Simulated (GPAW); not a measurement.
# C/Ir(100): work function by functional and basis

How far do functional and basis move the work function of C/Ir(100)?

Main program and level: GPAW 26.7.0; GPAW, PAW setups; slab in vacuum, relaxation, in the first sound run; inputs show where later runs differ.

## Step 1: The structure

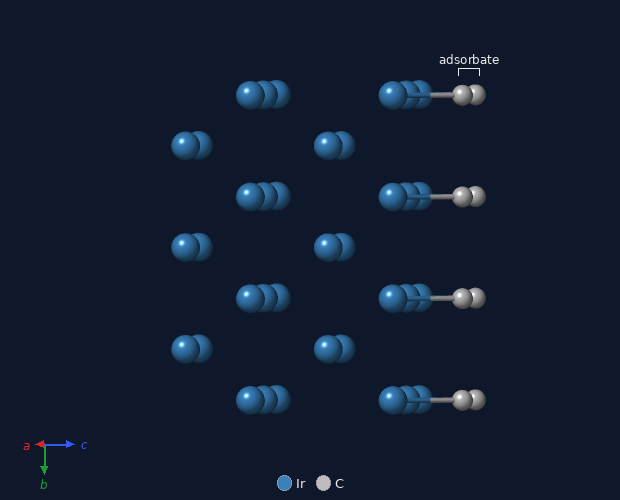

The cell as given, from the side, with the c axis across the page (iridium blue, carbon light grey). 2×3×1 cells are drawn. Some periodic images of atoms are drawn too.

The cell holds 5 atoms: 4 Ir and 1 C. Cell: a = 2.715 Å, b = 2.715 Å, c = 21.453 Å, α = 90.0°, β = 90.0°, γ = 90.0°. Vacuum lies along c.

## Step 2: Relaxation

The atoms are relaxed first, since the surface dipole, and with it the work function, follows the positions of the outer layers. The lowest 2 atoms are held at bulk positions and keep their forces.

run.py

```python
import json
import numpy as np
from ase import Atoms
from ase.constraints import FixAtoms
from ase.optimize import BFGS
from gpaw import GPAW, PW

slab = Atoms(
    ['Ir', 'Ir', 'Ir', 'Ir', 'C'],
    positions=[
        [1.35765, 1.35765, 7.00000],
        [0.00000, 0.00000, 8.92000],
        [1.35765, 1.35765, 10.84000],
        [0.00000, 0.00000, 12.76000],
        [1.35765, 0.00000, 14.45284]],
    cell=[[2.71529, 0.0, 0.0], [0.0, 2.71529, 0.0], [0.0, 0.0, 21.45284]],
    pbc=[True, True, False])

slab.calc = GPAW(mode=PW(500), xc='PBE', kpts={'size': (12, 12, 1), 'gamma': True},
                 occupations={'name': 'fermi-dirac', 'width': 0.1}, nbands='160%',
                 convergence={'density': 1e-05}, maxiter=200,
                 poissonsolver={'dipolelayer': 'xy'},
                 symmetry={'tolerance': 1e-3, 'extra_ids': [1, 1, 0, 0, 0]}, txt='slab.txt')
result = {}
slab.set_constraint(FixAtoms([0, 1]))
path = []
opt = BFGS(slab, maxstep=0.2)
opt.attach(lambda: path.append((slab.get_potential_energy(), slab.positions.tolist(), slab.get_forces().tolist())))
result['relaxed'] = bool(opt.run(fmax=0.03, steps=40))
result['path'] = path
energy = slab.get_potential_energy()
fermi = slab.calc.get_fermi_level()
v = slab.calc.get_electrostatic_potential().mean((0, 1)) - fermi
n = slab.calc.get_pseudo_density().mean((0, 1))
L = slab.cell[2, 2]
z = np.arange(len(v)) * L / len(v)
low, high = slab.positions[:, 2].min(), slab.positions[:, 2].max()
below, above = np.interp([low - 4.8, high + 4.8], z, v)
slopes = [np.interp(x, z, np.gradient(v, z)) for x in (low - 4.8, high + 4.8)]
eps = np.array([[slab.calc.get_eigenvalues(k, s) for k in range(len(slab.calc.get_ibz_k_points()))]
                for s in range(slab.calc.get_number_of_spins())]) - fermi
top, bottom = eps[eps < 0].max(), eps[eps > 0].min()
dipole = slab.get_dipole_moment()[2]
print(f'energy {energy:.4f} eV, Fermi level {fermi:.4f} eV, dipole {dipole:.5f} e A')
print(f'potential 4.8 A off the faces, from the Fermi level: lower {below:.4f} eV, upper {above:.4f} eV')
print(f'slope of the potential there: lower {slopes[0]:.5f}, upper {slopes[1]:.5f} eV/A')
print(f'nearest levels on the mesh: {top:.4f} and {bottom:.4f} eV')
print('magnetic moment', round(slab.get_magnetic_moment(), 3))
result.update(energy=energy, fermi=fermi, dipole=dipole, below=below, above=above, slopes=slopes, edges=[top, bottom],
              z=z.tolist(), v=v.tolist(), n=n.tolist(), positions=slab.positions.tolist(),
              forces=slab.get_forces(apply_constraint=False).tolist(), moments=slab.get_magnetic_moments().tolist())
json.dump(result, open('result.json', 'w'))
```

Run with:

```sh
$ OMP_NUM_THREADS=1 OPENBLAS_NUM_THREADS=1 python run.py
```

Log:

```text
Step          Energy          fmax
BFGS:    0      -41.222898        3.737373
BFGS:    1      -41.528059        3.047935
BFGS:    2      -42.004975        1.501429
BFGS:    3      -42.032413        0.831175
BFGS:    4      -42.051433        0.230222
BFGS:    5      -42.052427        0.116875
BFGS:    6      -42.053004        0.130871
BFGS:    7      -42.053958        0.087912
BFGS:    8      -42.054178        0.092382
BFGS:    9      -42.054698        0.105073
BFGS:   10      -42.055152        0.083501
BFGS:   11      -42.055650        0.056525
BFGS:   12      -42.055741        0.018905
energy -41.9734 eV, Fermi level 2.1944 eV, dipole -0.02924 e A
potential 4.8 A off the faces, from the Fermi level: lower 5.4786 eV, upper 6.1928 eV
slope of the potential there: lower -0.00033, upper 0.00004 eV/A
nearest levels on the mesh: -0.0039 and 0.0032 eV
magnetic moment 0.0
```

The job ended after 46 min (1 thread of Arm Neoverse V2, shared host; peak memory 0.38 GiB).

The steps of the relaxation:

| step | energy less that of the first step (eV) | largest force (eV/Å) |
| --- | --- | --- |
| 1 | 0.0000 | 3.7374 |
| 2 | -0.3041 | 3.0479 |
| 3 | -0.7809 | 1.5014 |
| 4 | -0.8082 | 0.8312 |
| 5 | -0.8278 | 0.2302 |
| 6 | -0.8288 | 0.1169 |
| 7 | -0.8294 | 0.1309 |
| 8 | -0.8305 | 0.0879 |
| 9 | -0.8307 | 0.0924 |
| 10 | -0.8313 | 0.1051 |
| 11 | -0.8319 | 0.0835 |
| 12 | -0.8326 | 0.0565 |
| 13 | -0.8327 | 0.0189 |

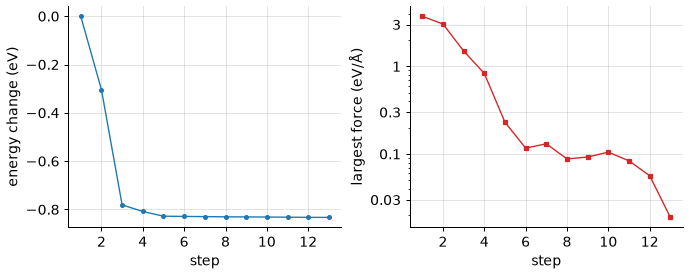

Energy and largest force along the relaxation.

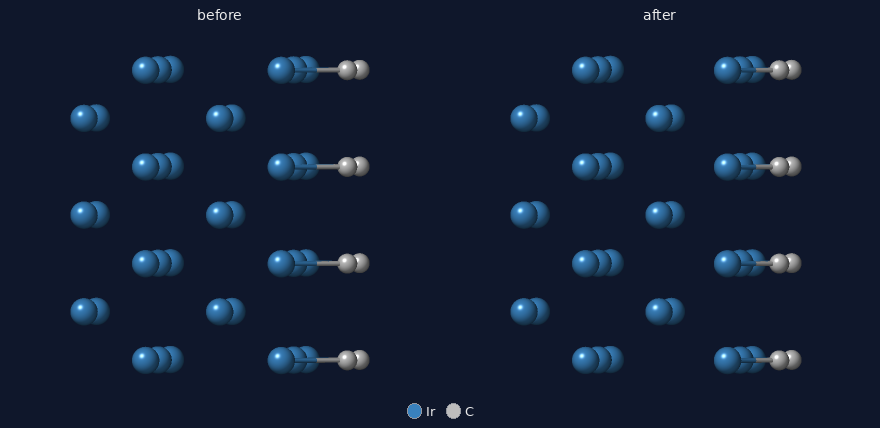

Before and after, at one scale.

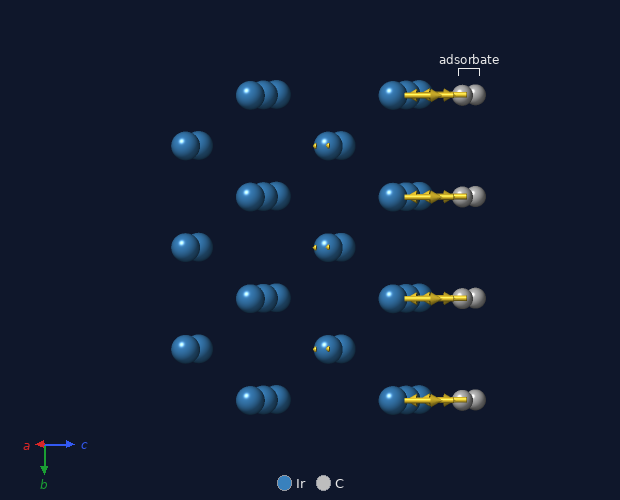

Displacements in the relaxation, exaggerated; the longest in the cell stands for 0.23 Å. 2×3×1 cells are drawn. Some periodic images of atoms are drawn too.

The atoms that moved most (Å):

| atom | dx | dy | dz | length |
| --- | --- | --- | --- | --- |
| C5 | 0.000 | 0.000 | -0.227 | 0.227 |
| Ir4 | 0.000 | 0.000 | 0.177 | 0.177 |
| Ir3 | 0.000 | 0.000 | -0.018 | 0.018 |

Final coordinates:

```xyz
5
Lattice="2.7153 0.0000 0.0000 0.0000 2.7153 0.0000 0.0000 0.0000 21.4528" Properties=species:S:1:pos:R:3
Ir    1.3576    1.3576    7.0000
Ir    0.0000    0.0000    8.9200
Ir    1.3576    1.3576   10.8224
Ir    0.0000    0.0000   12.9371
C     1.3576    0.0000   14.2262
```

This step gave:

| Item | Value |
| --- | --- |
| dipole along the normal | -0.02924 e·Å |
| levels nearest the Fermi level on the mesh | -0.003858, 0.003193 eV from the Fermi level |
| upper work function | 6.193 eV |
| lower work function | 5.479 eV |

The electrostatic potential energy of an electron (without an applied field's), less the Fermi level, planar mean oscillates, so the rows of the table below give means over windows of 1.92 Å about each position, cut where the curve ends. Its maxima inside the range that stand out by 2 % of the span (Å: eV): 7.9: -4.29, 9.9: -4.85, 11.9: -2.50, 13.8: -7.35. Its minima: 7.0: -25.9, 8.9: -26.7, 10.8: -26.5, 12.9: -26.9, 14.2: -11.5.

Table of electrostatic potential energy of an electron (without an applied field's), less the Fermi level, planar mean by z; means over each step:

```csv
z (Å),"electrostatic potential energy of an electron (without an applied field's), less the Fermi level, planar mean (eV)"
0.96,5.51
2.88,5.48
4.80,5.01
6.72,-12.6
8.64,-14.8
10.56,-14.7
12.48,-13.8
14.40,-4.18
16.32,6.08
18.24,6.19
20.16,6.19
```

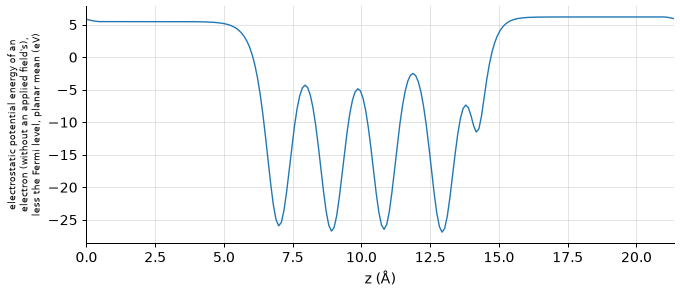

Electrostatic potential energy of an electron (without an applied field's), less the Fermi level, planar mean, plotted against z.

The pseudo valence density, planar mean oscillates, so the rows of the table below give means over windows of 2 Å about each position, cut where the curve ends. Its maxima inside the range that stand out by 2 % of the span (Å: e/Å³): 7.1: 1.92, 9.0: 1.94, 10.7: 1.92, 13.0: 1.93. Its minima: 8.0: 0.496, 10.0: 0.511, 11.9: 0.372.

Pseudo valence density, planar mean against z; means over each step:

| z (Å) | pseudo valence density, planar mean (e/Å³) |
| --- | --- |
| 2 | 1.1e-5 |
| 4 | 0.00238 |
| 6 | 0.508 |
| 8 | 1.09 |
| 10 | 1.10 |
| 12 | 0.919 |
| 14 | 0.696 |
| 16 | 0.0230 |
| 18 | 3.2e-5 |

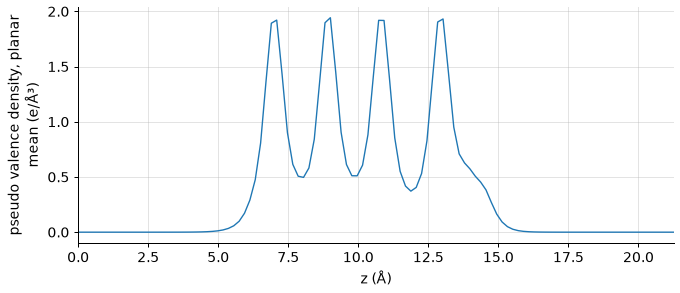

Pseudo valence density, planar mean against z.

The relaxation lowered the energy of the cell by 0.833 eV (energies extrapolated to zero smearing; the optimiser's log prints free energies). The largest force left on a free atom is 0.019 eV/Å.

## Step 3: The slab's potential

With the geometry fixed, the planar mean of the potential gives the vacuum level on each side.

This step: GPAW, PAW setups; slab in vacuum (GPAW 26.7.0).

Edit run.py of step 2 so:

```diff
@@ -3,4 +3,2 @@
 from ase import Atoms
-from ase.constraints import FixAtoms
-from ase.optimize import BFGS
 from gpaw import GPAW, PW
@@ -12,5 +10,5 @@
         [0.00000, 0.00000, 8.92000],
-        [1.35765, 1.35765, 10.84000],
-        [0.00000, 0.00000, 12.76000],
-        [1.35765, 0.00000, 14.45284]],
+        [1.35765, 1.35765, 10.82236],
+        [-0.00000, -0.00000, 12.93712],
+        [1.35765, 0.00000, 14.22624]],
     cell=[[2.71529, 0.0, 0.0], [0.0, 2.71529, 0.0], [0.0, 0.0, 21.45284]],
@@ -22,10 +20,4 @@
                  poissonsolver={'dipolelayer': 'xy'},
-                 symmetry={'tolerance': 1e-3, 'extra_ids': [1, 1, 0, 0, 0]}, txt='slab.txt')
+                 symmetry={'tolerance': 1e-3}, txt='slab.txt')
 result = {}
-slab.set_constraint(FixAtoms([0, 1]))
-path = []
-opt = BFGS(slab, maxstep=0.2)
-opt.attach(lambda: path.append((slab.get_potential_energy(), slab.positions.tolist(), slab.get_forces().tolist())))
-result['relaxed'] = bool(opt.run(fmax=0.03, steps=40))
-result['path'] = path
 energy = slab.get_potential_energy()
```

Log:

```text
energy -41.9734 eV, Fermi level 2.1945 eV, dipole -0.02901 e A
potential 4.8 A off the faces, from the Fermi level: lower 5.4784 eV, upper 6.1927 eV
slope of the potential there: lower -0.00039, upper 0.00010 eV/A
nearest levels on the mesh: -0.0038 and 0.0032 eV
magnetic moment 0.0
```

Run time: 4 min. Hardware: 1 thread; peak memory 0.38 GiB.

Numbers from this step:

| Quantity | Value |
| --- | --- |
| dipole along the normal | -0.02901 e·Å |
| levels nearest the Fermi level on the mesh | -0.003843, 0.003209 eV from the Fermi level |
| lower work function | 5.478 eV |

The electrostatic potential energy of an electron (without an applied field's), less the Fermi level, planar mean oscillates, so the rows of the table below give means over windows of 1.92 Å about each position, cut where the curve ends. Its maxima inside the range that stand out by 2 % of the span (Å: eV): 7.9: -4.29, 9.9: -4.85, 11.9: -2.50, 13.8: -7.35. Its minima: 7.0: -25.9, 8.9: -26.7, 10.8: -26.5, 12.9: -26.9, 14.2: -11.5.

The electrostatic potential energy of an electron (without an applied field's), less the Fermi level, planar mean by z; means over each step:

```
z (Å)  electrostatic potential energy of an electron (without an applied field's), less the Fermi level, planar mean (eV)
 0.96                                                                                                                5.51
 2.88                                                                                                                5.48
 4.80                                                                                                                5.01
 6.72                                                                                                               -12.6
 8.64                                                                                                               -14.8
10.56                                                                                                               -14.7
12.48                                                                                                               -13.8
14.40                                                                                                               -4.18
16.32                                                                                                                6.08
18.24                                                                                                                6.19
20.16                                                                                                                6.19
```

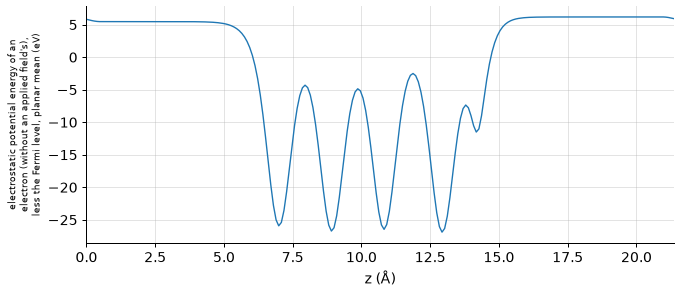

Electrostatic potential energy of an electron (without an applied field's), less the Fermi level, planar mean, plotted against z.

The pseudo valence density, planar mean oscillates, so the rows of the table below give means over windows of 1 Å about each position, cut where the curve ends. Its maxima inside the range that stand out by 2 % of the span (Å: e/Å³): 7.1: 1.92, 9.0: 1.94, 10.7: 1.92, 13.0: 1.93. Its minima: 8.0: 0.496, 10.0: 0.511, 11.9: 0.372.

Table of pseudo valence density, planar mean by z; means over each step:

```
z (Å)  pseudo valence density, planar mean (e/Å³)
    3                                      7.7e-5
    4                                     0.00116
    5                                      0.0178
    6                                       0.276
    7                                        1.46
    8                                       0.645
    9                                        1.45
   10                                       0.693
   11                                        1.40
   12                                       0.514
   13                                        1.47
   14                                       0.578
   15                                       0.173
   16                                     0.00846
   17                                      3.1e-4
   18                                      1.2e-5
```

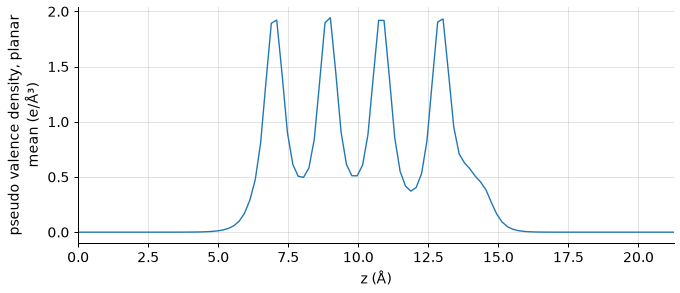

Pseudo valence density, planar mean against z.

Force by atom:

```
atom  x (eV/Å)  y (eV/Å)  z (eV/Å)   size
 Ir1     0.000     0.000     0.663  0.663
 Ir2     0.000     0.000    -0.668  0.668
 Ir3     0.000     0.000    -0.004  0.004
 Ir4     0.000     0.000     0.019  0.019
  C5     0.000     0.000    -0.013  0.013
```

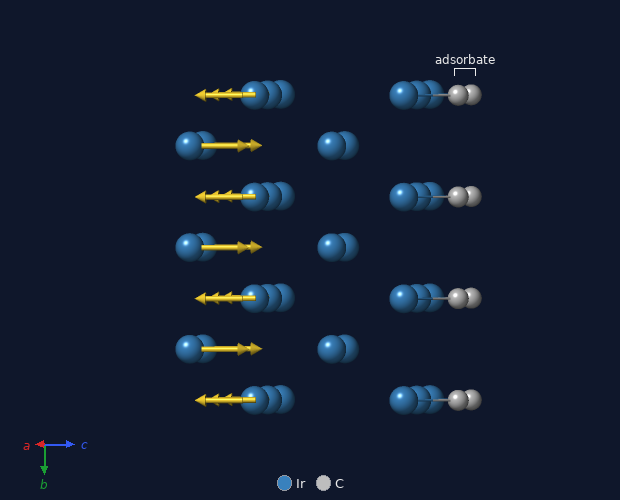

Force as arrows, the longest 0.668 eV/Å. 2×3×1 cells are drawn. Some periodic images of atoms are drawn too.

The potential is flat to 3.9e-4 eV/Å where it is read, so the vacuum is wide enough.

## Step 4: OptPBE vdW: xc = "optPBE-vdW"

The same geometry under optPBE-vdW, to see how far the functional moves the levels against the vacuum (the van der Waals functionals take revPBE setups).

Edit run.py of step 3 so:

```diff
@@ -16,3 +16,3 @@
 
-slab.calc = GPAW(mode=PW(500), xc='PBE', kpts={'size': (12, 12, 1), 'gamma': True},
+slab.calc = GPAW(mode=PW(500), xc='optPBE-vdW', kpts={'size': (12, 12, 1), 'gamma': True},
                  occupations={'name': 'fermi-dirac', 'width': 0.1}, nbands='160%',
```

Log:

```text
energy -108.7690 eV, Fermi level 2.0628 eV, dipole -0.03262 e A
potential 4.8 A off the faces, from the Fermi level: lower 5.6387 eV, upper 6.4415 eV
slope of the potential there: lower -0.00065, upper 0.00012 eV/A
nearest levels on the mesh: -0.0002 and 0.0012 eV
magnetic moment 0.0
```

Elapsed: 4.1 min, on 1 thread; peak memory 0.51 GiB.

Numbers from this step:

```yaml
dipole_along_the_normal: -0.03262 e·Å
levels_nearest_the_fermi_level_on_the_mesh: -2.11e-4, 0.001247 eV from the Fermi level
upper_work_function: 6.441 eV
lower_work_function: 5.639 eV
```

The electrostatic potential energy of an electron (without an applied field's), less the Fermi level, planar mean oscillates, so the rows of the table below give means over windows of 1.92 Å about each position, cut where the curve ends. Its maxima inside the range that stand out by 2 % of the span (Å: eV): 7.9: -4.33, 9.9: -4.87, 11.9: -2.55, 13.8: -7.33. Its minima: 7.0: -25.8, 8.9: -26.6, 10.8: -26.3, 12.9: -26.8, 14.2: -11.5.

Electrostatic potential energy of an electron (without an applied field's), less the Fermi level, planar mean against z; means over each step:

```
z (Å)  electrostatic potential energy of an electron (without an applied field's), less the Fermi level, planar mean (eV)
 0.96                                                                                                                5.68
 2.88                                                                                                                5.64
 4.80                                                                                                                5.12
 6.72                                                                                                               -12.5
 8.64                                                                                                               -14.7
10.56                                                                                                               -14.6
12.48                                                                                                               -13.8
14.40                                                                                                               -4.10
16.32                                                                                                                6.31
18.24                                                                                                                6.44
20.16                                                                                                                6.44
```

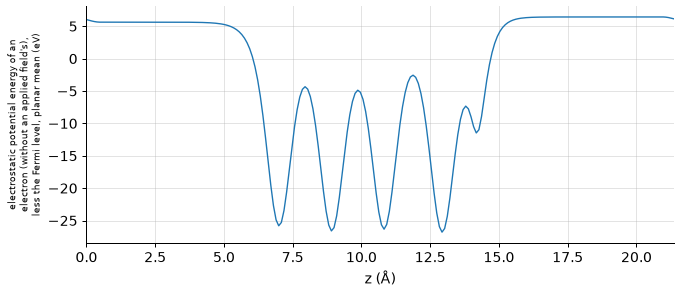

Electrostatic potential energy of an electron (without an applied field's), less the Fermi level, planar mean against z.

The pseudo valence density, planar mean oscillates, so the rows of the table below give means over windows of 2 Å about each position, cut where the curve ends. Its maxima inside the range that stand out by 2 % of the span (Å: e/Å³): 7.1: 1.93, 9.0: 1.95, 10.7: 1.92, 13.0: 1.94. Its minima: 8.0: 0.493, 10.0: 0.507, 11.9: 0.368.

Pseudo valence density, planar mean against z; means over each step:

```
z (Å)  pseudo valence density, planar mean (e/Å³)
    2                                      1.6e-5
    4                                     0.00258
    6                                       0.508
    8                                        1.09
   10                                        1.10
   12                                       0.919
   14                                       0.695
   16                                      0.0233
   18                                      4.3e-5
```

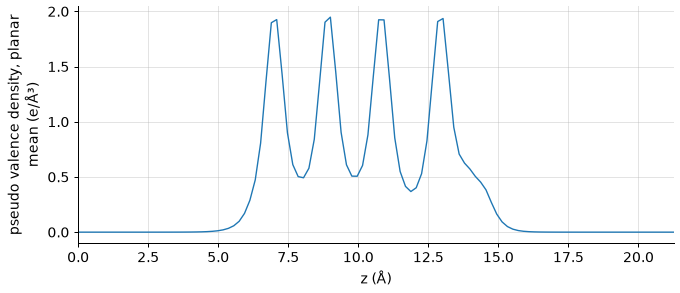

Pseudo valence density, planar mean, plotted against z.

Force by atom:

```
atom  x (eV/Å)  y (eV/Å)  z (eV/Å)   size
 Ir1     0.000     0.000     0.087  0.087
 Ir2     0.000     0.000    -0.661  0.661
 Ir3     0.000     0.000     0.128  0.128
 Ir4     0.000     0.000     0.021  0.021
  C5     0.000     0.000     0.426  0.426
```

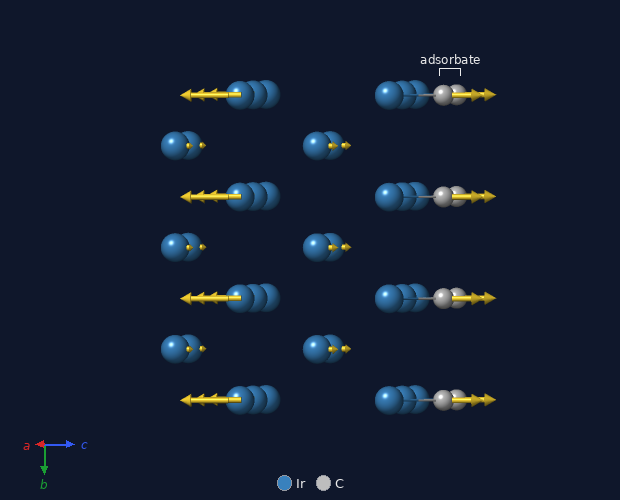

Force as arrows, the longest 0.661 eV/Å. 2×3×1 cells are drawn. Some periodic images of atoms are drawn too.

The upper face's work function is 6.441 eV, against 6.193 eV in the first plane-wave PBE run at this geometry.

[end of part 1 of 2]

[Logs are printed without paths, hosts, clocks, repeated set-up lines and the standing remarks that a program may print on its own settings, such as how far it seeks lower states.]

[Hosts, paths, dates, database ids (printed as entryN), source tags and the programs' standing remarks are cut or masked in the printed files.]
